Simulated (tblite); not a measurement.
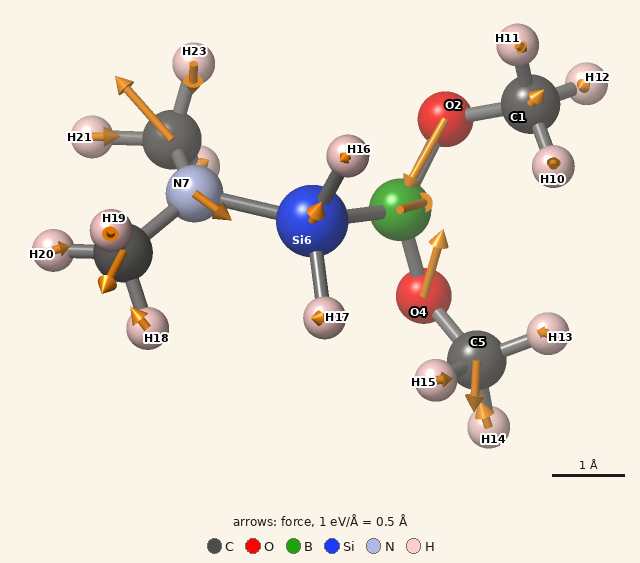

Starting geometry of C₄H₁₄BNO₂Si with the computed forces as orange arrows. A ball-and-stick model, seen at a tilt.

Method: GFN2-xTB geometry optimisation, gas phase in tblite 0.8.0. 

Question: What follows when this structure is relaxed?

Answer: It isn't relaxed: the largest force vector, on a C atom, is 2.44 eV/Å. The final displacements have little in common with the starting forces (cosine between the two patterns 0.14). Over 128 geometry steps the energy falls by 2.123 eV. An H atom moves most after the best rigid fit: 1.32 Å. By element the largest moves are H 1.32 Å, O 1.14 Å, B 0.81 Å, Si 0.52 Å, C 0.50 Å, N 0.46 Å. Among the contacts that change: B–O 1.471 → 1.356 Å, B–O 1.453 → 1.359 Å, B–Si 1.935 → 1.972 Å, C–N 1.408 → 1.443 Å. Among the angles between lasting bonds that change: B–O–C 112.4° → 125.5°, B–Si–H 106.4° → 117.8°, C–O–B 111.9° → 123.2°. Groups turn about B–O by about 90°, B–O by about 70°, C–O by about 60°.
